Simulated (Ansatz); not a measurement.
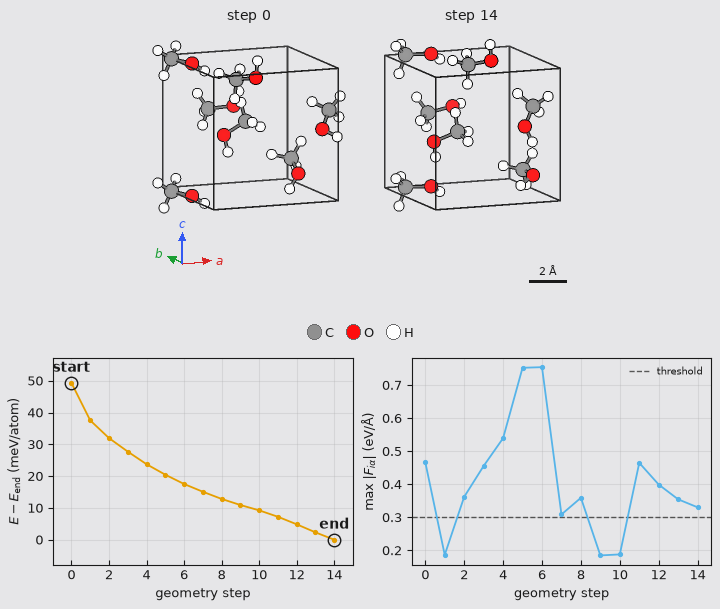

First and last geometry of a relaxation of an amorphous cell of composition H₄CO, with the history of the run. A ball-and-stick model of the cell of the calculation, seen slightly off an axis.

The cell holds 6 CH3OH. The run prepares the start of a later molecular dynamics calculation, from a guessed geometry.

Method: Ansatz 0.2.0, DFT PBE-D3(BJ), scalar-relativistic, plane waves, PAW. Settings: plane-wave cutoff 420 eV; k-point mesh 1 × 1 × 1; occupations fermi dirac; smearing width 0.02 eV; no spin polarisation; atoms relaxed in a fixed cell; force threshold 0.3 eV/Å; at most 15 steps.

Question: Did the run converge, and what did it change?

Answer: The relaxation stopped without meeting its thresholds, so the last structure isn't shown to be converged. It used up its limit of 15 steps. Over 14 geometry steps the energy falls by 49.3 meV per atom. The largest force component goes from 0.47 to 0.33 eV/Å. The forces were under the threshold at step 1, but the run went on from there. The atom that moves furthest is an H atom (1.59 Å roughly along [−3 2 −1]). By element the largest moves are H 1.59 Å, O 1.34 Å, C 1.06 Å. The cell stays as it was. Among the contacts that change: C–O 1.423 → 1.448 Å, H–O 0.970 → 0.987 Å, C–H 1.097 → 1.107 Å. Bond angles that change, for instance: C–O–H 107.4° → 111.7°, H–C–H 108.8° → 106.3°.

Limits of the set-up: the program's low-accuracy preset was used; the periodic images lie only 7.4 Å apart, so the values are limited by the cell's size.
